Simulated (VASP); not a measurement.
Shape and ions are relaxed at each volume.

Energy against volume of WC (wc). Calculation: optB88-vdW, VASP's PBE PAW potentials (set 64) (plane waves; VASP).

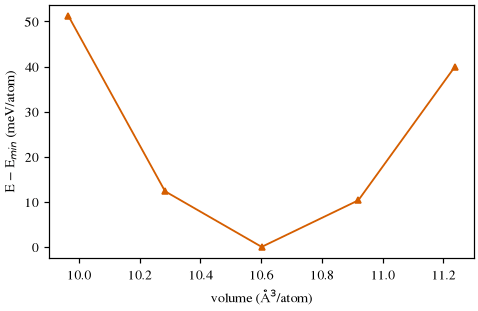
*Energy against volume*

### Question
Estimate the equilibrium volume and the bulk modulus.

### Answer
The minimum lies near 10.6 Å³/atom, and the curvature gives B0 of about 380 GPa.

The compound is WC in the wc structure. It was relaxed first.
